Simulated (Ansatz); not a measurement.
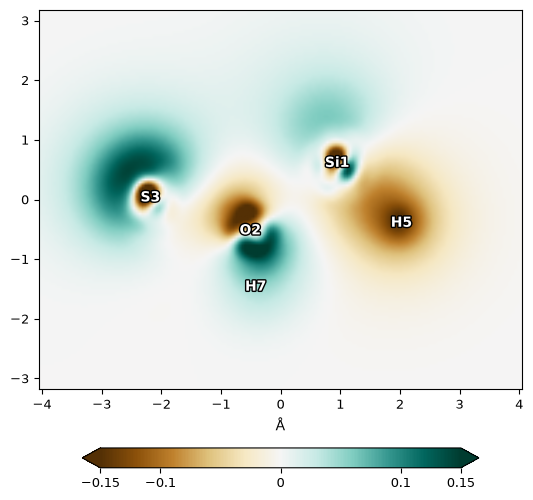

The picture shows: H5OSSi (charge +1). The HOMO−1 on the plane of atoms Si1, O2 and S3 (values in Å⁻³ᐟ²; the overall sign is arbitrary).

Method: Ansatz 0.2.0, RKS B3LYP-D4/def2-SVP.

```xyz
8

Si   -0.7448    0.6430   -0.6688
O     0.6356    0.0395    0.4001
S     0.4815   -1.2972    1.5426
H    -1.0348   -0.5515   -1.4831
H    -0.0441    1.7518   -1.3478
H    -1.7878    1.0290    0.3003
H     1.4343    0.5842    0.5530
H     1.0601   -2.1988    0.7037
```

### Describe this orbital and give its energy.

By Hirshfeld shares it lies mainly on Si1 (about 30 %), H6 (about 25 %), O2 (about 15 %), H4 (about 15 %) and S3 (about 10 %). Its energy is −14.89 eV.
